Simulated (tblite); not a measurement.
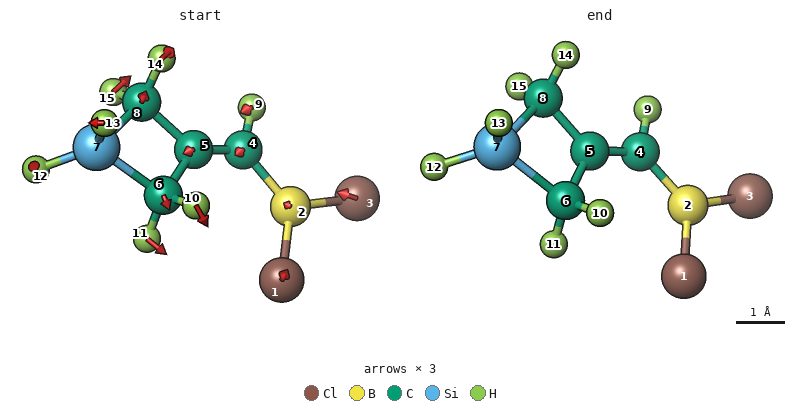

The structure of C$_{4}$H$_{7}$BCl$_{2}$Si before (left) and after (right) a relaxation, at one scale. The red arrows give the displacements, 3 times their true length.

A ball-and-stick model, seen at a tilt.

Method: GFN2-xTB geometry optimisation, gas phase (tblite 0.8.0). 

Q: Describe what moved and what it gained.

A: The largest moves after the best rigid fit, 0.20 Å, are those of H14 and H15. Largest moves by element: H 0.20 Å, Cl 0.18 Å, C 0.12 Å, B 0.07 Å, Si 0.02 Å. Among the contacts that change: Cl1–B2 1.843 → 1.728 Å, B2–Cl3 1.833 → 1.734 Å, Si7–C8 1.823 → 1.918 Å, C6–Si7 1.832 → 1.917 Å. Bond angles that change, for instance: C6–C5–C8 88.9° → 102.9°, H12–Si7–H13 122.8° → 112.6°, C5–C8–Si7 100.0° → 90.6°. Over 35 geometry steps the energy falls by 25.7 kcal/mol. Cost: 0.54 s on 1 thread of Arm Neoverse N1 (shared host).
